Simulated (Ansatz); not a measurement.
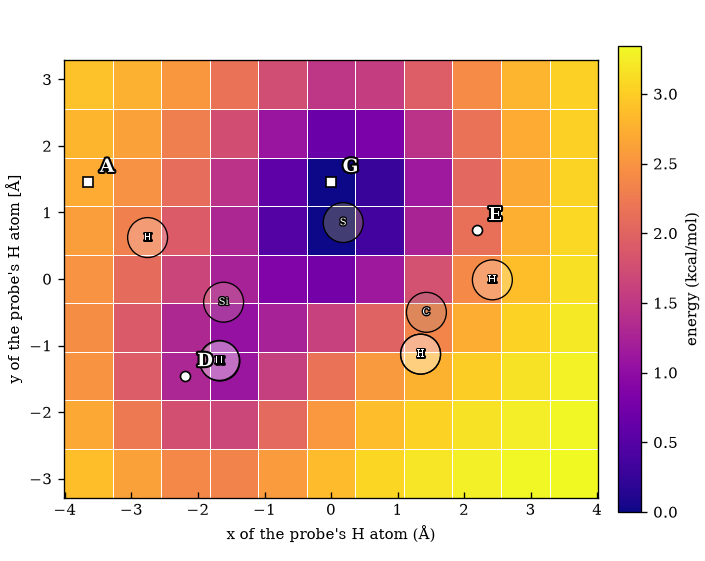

CH₆SSi (SMILES CS[SiH3]) with the probe HF. The probe is moved over a plane parallel to the molecule's main plane, 3.32 Å above it. Coordinates scanned: (1) x of the probe's H atom; (2) y of the probe's H atom. Nothing is relaxed (molecule and probe rigid, the probe upright with H nearest the plane). The scan uses an 11 × 9 grid. All energies are given in kcal/mol relative to the lowest grid point. Theory: RKS PBE-D4/def2-SVPD (Ansatz 0.2.0).

Drawn: one coloured cell a grid point, labelled circles for the molecule's atoms, projected on the plane, lettered points.

> Is D the lowest point of the computed grid?

No. D lies 1.29 kcal/mol above the lowest grid point, which is at x of the probe's H atom = 0.00 Å, y of the probe's H atom = 1.46 Å.

> Rank the lettered points by energy, lowest first.

G (0.00 kcal/mol), D (1.29 kcal/mol), E (2.13 kcal/mol), A (2.70 kcal/mol).
